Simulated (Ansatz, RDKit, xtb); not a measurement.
# Isomers of C4H5F3Ge, a sample narrowed down

A sample of isomers of C4H5F3Ge is drawn. Aim: find which of them has the lowest free energy at 298.15 K, then its properties. The sample is small against all isomers, and the most stable one of this formula need not be in it.

The funnel: GFN2-xTB relaxations, single points with a density functional, relaxations at r2SCAN-D4/def2-SVP, harmonic vibrations (at GFN2-xTB), and a last energy at a higher level. All values are calculated.

### 1 Drawing up candidates

Isomers were taken from a list of plausible structures; this is a sample, not all of them. That gives 4 candidates.

| label | SMILES | spin |
| --- | --- | --- |
| c037 | C#C[CH2][GeH2][C](F)(F)F | singlet |
| c430 | C#[C][GeH2][CH2]C(F)(F)F | singlet |
| c653 | CC#[C][GeH2][C](F)(F)F | singlet |
| c913 | FC1=[C]([GeH]([F])[F])CC1 | singlet |

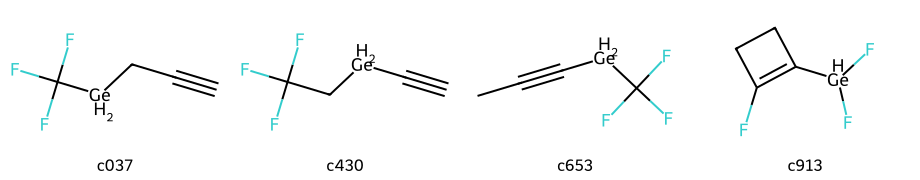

Structural formulas of the candidates.

Candidates are built by distance geometry, with a force field where one applies, in up to four conformers (letters a to d).

**Question.** With final energies at CCSD(T)/def2-SVP + MP2/def2-TZVPP - MP2/def2-SVP, which structure will this search put lowest in free energy, and by what margin?

| quantity | value |
| --- | --- |
| lowest structure found | FC1=[C]([GeH]([F])[F])CC1, singlet |
| next finalist | C#[C][GeH2][CH2]C(F)(F)F, singlet, 42.8 kcal/mol higher in G |
| share at equilibrium, among the finalists | 100.0 % |

The lowest structure found is `FC1=[C]([GeH]([F])[F])CC1`. The margin of 42.8 kcal/mol over the next finalist is beyond the usual error of the last level; it says nothing of structures that weren't ranked. GFN2-xTB, HF/STO-3G, r2SCAN-D4/def2-SVP, r2SCAN-D4/def2-SVP, relaxed, HF/def2-SVP and MP2/def2-SVP already put its bonding pattern lowest among the structures in one piece. The search is not exhaustive (a finite list of starts, one conformer a finalist), so a lower isomer can't be ruled out. Only 4 drawn patterns were tried, so whole families of isomers are missing, and the result ranks this sample alone. The lowest isomer need not be the one that is made and kept in a bottle, which depends on barriers.
